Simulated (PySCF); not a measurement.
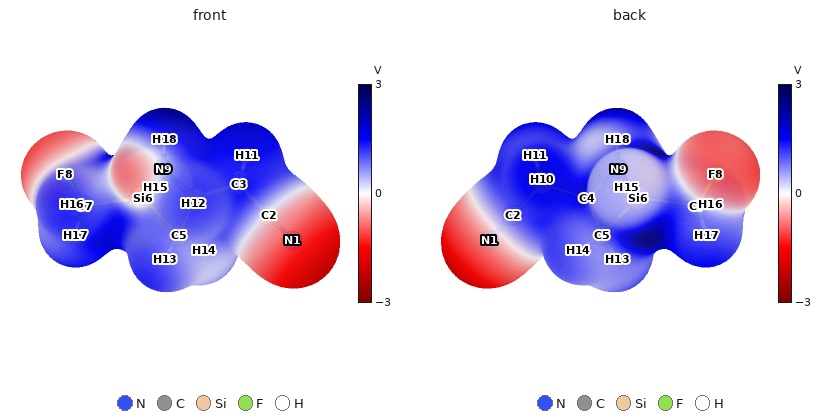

C5H9FN2Si. The electrostatic potential painted on the density surface at 0.004 e/bohr³, seen from the front and from behind; the colour scale runs from red (negative) to blue (positive).

Geometry: GFN2-xTB.

Level of theory: PySCF, PBE0/pcSseg-1, SCF density, gas phase, non-relativistic.

```
atom    x (Å)    y (Å)    z (Å)
   N  -3.7541   1.6128  -0.6139
   C  -3.0423   0.8697  -0.1162
   C  -2.1264  -0.0489   0.5051
   C  -0.7151   0.5517   0.5807
   C  -0.0726   0.7396  -0.8010
  Si   1.0616  -0.7412  -0.3918
   C   2.9584  -0.5167  -0.3376
   F   3.5473  -1.7200   0.0003
   N   0.2624  -0.3952   1.0920
   H  -2.0898  -0.9710  -0.0814
   H  -2.4916  -0.2842   1.5092
   H  -0.7447   1.4638   1.1880
   H   0.4096   1.7059  -0.9044
   H  -0.7714   0.6212  -1.6216
   H   0.7696  -1.9961  -1.0967
   H   3.2911   0.2090   0.4075
   H   3.3750  -0.2407  -1.3082
   H   0.1241  -0.8532   1.9784
```

Describe the electrostatic potential map.

Answer. The most negative region (about −2.1 V) lies over N1, the most positive (about +2.5 V) over Si6. N1 is the likeliest acceptor of a hydrogen bond.

How polar is the molecule by this calculation?

Answer. Its dipole moment is 2.51 D.
